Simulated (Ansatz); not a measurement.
**One shape, several levels: quartet SiH3S**

We compute a comparison of 6 runs (U-r2SCAN0/STO-3G, UB2PLYP/STO-3G, UCAM-B3LYP/STO-3G, USVWN5/STO-3G, RPA@PBE/STO-3G, UCCSDT/STO-3G) of quartet SiH3S. 

The results are computed with Ansatz 0.2.0.

31 further runs of the same task are left out: 31 set aside as unsound or not needed.

## (1) Starting point

The species is SiH3S (5 atoms), meant as a quartet with charge 0. As SMILES of the parent species, `[SiH2]S`. The coordinates come from a PBE0-D4/def2-TZVP relaxation. This is one conformer, not always the lowest. That shape belongs to the parent species and isn't relaxed for this state.

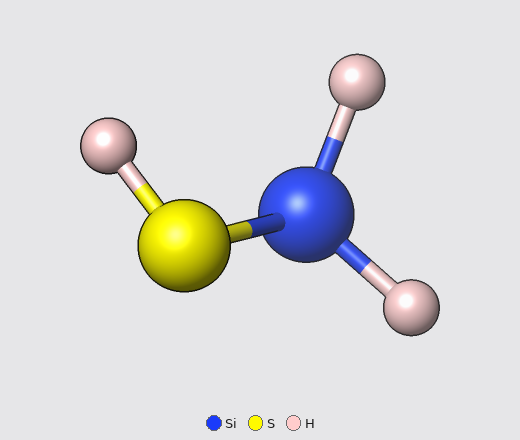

Viewed from a chosen angle; silicon blue, sulfur yellow, hydrogen pink.

## (2) A single-point energy at U-r2SCAN0/STO-3G (run 1)

Contents of in.yaml:

```yaml
crystal:
  periodic: [false, false, false]
  atoms:
    - {symbol: Si, position_ang: [-0.096300, -0.694000, -0.309300]}
    - {symbol: S, position_ang: [0.273100, 1.406000, -0.294500]}
    - {symbol: H, position_ang: [-0.094500, -1.256800, 1.073000]}
    - {symbol: H, position_ang: [-1.440300, -0.843200, -0.929900]}
    - {symbol: H, position_ang: [1.407800, 1.314300, 0.419300]}
basis:
  gaussian: {orbitals: STO-3G}
magnetization: {spin_polarized: true, initial_magnetization: 3}
hamiltonian: {xc: {name: r2SCAN0}}
accuracy: high
```

Started as:

```console
$ ansatz run in.yaml --threads 1 --pin off --max-ram 2610MiB --events-out events.jsonl --progress --plain --runs-dir runs
```

The log of the run:

```text
Warning: RAYON_NUM_THREADS=1 ignored (pool sized by the plan → 1); use --threads N
Functional definition: r2SCAN0
  name "r2SCAN0"
  parameter a = 0.25
  parameter k0 = 0.174
  parameter k1 = 0.065
  parameter a1 = 4.9479
  exchange = (1 - a)*r2scan_x(k0 = k0, k1 = k1, a1 = a1) + a*exact_x
  correlation = r2scan_c
364 factors; integrals over basis functions are off by at most 2.7e-8 eV
mean field evaluation 1: about -18539.5574 eV, gradient 6.1e0 eV
mean field evaluation 2: about -18539.9605 eV, gradient 3.5e0 eV
mean field evaluation 4: about -18540.0864 eV, gradient 6.1e-1 eV
mean field evaluation 8: about -18540.0938 eV, gradient 4.3e-2 eV
mean field evaluation 16: about -18540.0939 eV, gradient 1.9e-4 eV
mean field -18540.09385921 eV, -681.3358823991 hartree, gradient 4.9e-8 eV, S^2 3.755076; 2 other end points of the search recorded, 0 dependent functions left out
reference -18540.09385986 eV, -681.3358824228 hartree; 18, 15 occupied and 3, 6 virtual orbitals, 364 factors
Total energy: -18540.09385986 eV, -681.3358824228 hartree
```

Run time: 4.2 s. Hardware: 1 thread of Intel Xeon Platinum 8488C (Sapphire Rapids), shared host; peak memory 0.25 GiB.

## (3) The energy at UB2PLYP/STO-3G (run 2)

in.yaml: that of step 2 with these lines changed.

```diff
@@ -9,5 +9,12 @@
 basis:
-  gaussian: {orbitals: STO-3G}
-magnetization: {spin_polarized: true, initial_magnetization: 3}
-hamiltonian: {xc: {name: r2SCAN0}}
+  gaussian:
+    orbitals: STO-3G
+total_charge: 0
+magnetization:
+  spin_polarized: true
+  initial_magnetization: 3
+hamiltonian:
+  xc: {name: B2PLYP}
+correlation:
+  frozen_orbitals: {H: 0, S: 5, Si: 5}
 accuracy: high
```

Started as:

```console
$ ansatz run in.yaml --threads 1 --pin off --max-ram 2610MiB --events-out events.jsonl --progress --plain --runs-dir runs
```

The log of the run, cut to the lines that bear on the results:

```text
Warning: RAYON_NUM_THREADS=1 ignored (pool sized by the plan → 1); use --threads N
Functional definition: B2PLYP
  name "B2PLYP"
[...]
364 factors; integrals over basis functions are off by at most 2.7e-8 eV
[...]
mean field -18531.70881611 eV, -681.0277377488 hartree, gradient 6.4e-8 eV, S^2 3.755172; 2 other end points of the search recorded, 0 dependent functions left out
10 core orbitals not correlated: weight in the atoms' cores, before any rotation towards them, 0.999 or more for the frozen orbitals, at most 0.000 for the correlated occupied ones
reference -18531.70883336 eV, -681.0277383825 hartree; 8, 5 occupied and 3, 6 virtual orbitals, 364 factors
second order -1.46889092 eV of doubles, -0.00000000 eV of singles
Total energy: -18532.10543391 eV, -681.0423131838 hartree
```

It took 1.9 s on 1 thread of Intel Xeon Platinum 8488C (Sapphire Rapids), shared host; peak memory 0.15 GiB.

Run 3 isn't shown in full; the table further down has it.

## (4) The energy at USVWN5/STO-3G (run 4)

Contents of molecule.yaml:

```yaml
crystal:
  periodic: [false, false, false]
  atoms:
    - symbol: Si
      position_ang: [-0.096300, -0.694000, -0.309300]
    - symbol: S
      position_ang: [0.273100, 1.406000, -0.294500]
    - symbol: H
      position_ang: [-0.094500, -1.256800, 1.073000]
    - symbol: H
      position_ang: [-1.440300, -0.843200, -0.929900]
    - symbol: H
      position_ang: [1.407800, 1.314300, 0.419300]
basis:
  gaussian: {orbitals: STO-3G}
magnetization: {spin_polarized: true, initial_magnetization: 3}
hamiltonian: {xc: {name: SVWN5}}
accuracy: high
```

Started as:

```console
$ ansatz run molecule.yaml --threads 1 --pin off --max-ram 2610MiB --events-out events.jsonl --progress --plain --runs-dir runs
```

The log of the run:

```text
Warning: RAYON_NUM_THREADS=1 ignored (pool sized by the plan → 1); use --threads N
Functional definition: SVWN5
  name "SVWN5"
  exchange = slater_x
  correlation = vwn5_c
364 factors; integrals over basis functions are off by at most 2.7e-8 eV
mean field evaluation 1: about -18468.5839 eV, gradient 7.2e0 eV
mean field evaluation 2: about -18463.5738 eV, gradient 1.8e1 eV
mean field evaluation 4: about -18468.1452 eV, gradient 7.2e0 eV
mean field evaluation 8: about -18469.0796 eV, gradient 2.5e-1 eV
mean field evaluation 16: about -18469.0813 eV, gradient 2.6e-5 eV
mean field evaluation 32: about -18465.0864 eV, gradient 8.0e0 eV
mean field -18469.08128249 eV, -678.7262183386 hartree, gradient 1.7e-8 eV, S^2 3.751035; 3 other end points of the search recorded, 0 dependent functions left out
reference -18469.08128419 eV, -678.7262184009 hartree; 18, 15 occupied and 3, 6 virtual orbitals, 364 factors
Total energy: -18469.08128419 eV, -678.7262184009 hartree
```

Wall time 0.9 s (1 thread of Intel Xeon Platinum 8488C (Sapphire Rapids), shared host); peak memory 0.13 GiB.

Run 5 isn't shown in full; the table further down has it.

## (5) A single-point energy at UCCSDT/STO-3G (run 6)

Contents of job.yaml:

```yaml
crystal:
  periodic: [false, false, false]
  atoms:
    - {symbol: Si, position_ang: [-0.096300, -0.694000, -0.309300]}
    - {symbol: S, position_ang: [0.273100, 1.406000, -0.294500]}
    - {symbol: H, position_ang: [-0.094500, -1.256800, 1.073000]}
    - {symbol: H, position_ang: [-1.440300, -0.843200, -0.929900]}
    - {symbol: H, position_ang: [1.407800, 1.314300, 0.419300]}
basis:
  gaussian: {orbitals: STO-3G}
magnetization: {spin_polarized: true, initial_magnetization: 3}
correlation: {method: ccsdt, frozen_orbitals: {H: 0, S: 5, Si: 5}}
accuracy: high
scf: {omitted_lower_state_checks: [cluster_reference, increment]}
```

Started as:

```console
$ ansatz run job.yaml --threads 1 --pin off --max-ram 2610MiB --events-out events.jsonl --progress --plain --runs-dir runs
```

The log of the run:

```text
Warning: RAYON_NUM_THREADS=1 ignored (pool sized by the plan → 1); use --threads N
[... 12 lines left out ...]
10 core orbitals not correlated: weight in the atoms' cores, before any rotation towards them, 1.000 or more for the frozen orbitals, at most 0.000 for the correlated occupied ones
[... 41 lines left out ...]
Total energy: -18510.81418319 eV, -680.2598741518 hartree
Checks for a lower state left out: cluster_reference, increment
```

Wall time 0.56 s (1 thread of Intel Xeon Platinum 8488C (Sapphire Rapids), shared host).

## (6) Overview of the runs

| run | level | frozen core orbitals | energy (Eh) | ⟨S²⟩ | wall time |
| --- | --- | --- | --- | --- | --- |
| 1 | U-r2SCAN0/STO-3G | – | -681.335882 | 3.755 | 4.2 s |
| 2 | UB2PLYP/STO-3G | 10 | -681.042313 | 3.755 | 1.9 s |
| 3 | UCAM-B3LYP/STO-3G | – | -681.317806 | 3.753 | 2.6 s |
| 4 | USVWN5/STO-3G | – | -678.726218 | 3.751 | 0.9 s |
| 5 | RPA@PBE/STO-3G | 10 | -680.307853 | 3.752 | 3 s |
| 6 | UCCSDT/STO-3G | 10 | -680.259874 | 3.763 | 0.56 s |

## (7) Summary of results

```
                                           quantity          value
                                run 6: total energy  -680.25987 Eh
run 6: correlation energy (10 core orbitals frozen)      -63.8 mEh
           run 6: ⟨S²⟩ of the reference determinant          3.763
                               run 6: T1 diagnostic          0.014
```

What this shows: Totals of different functionals can't be ranked against each other. In runs 1, 2, 3, 4, 5, 6 the basis is minimal, so the values are rough. All runs together took 13 s, the longest 4.2 s.
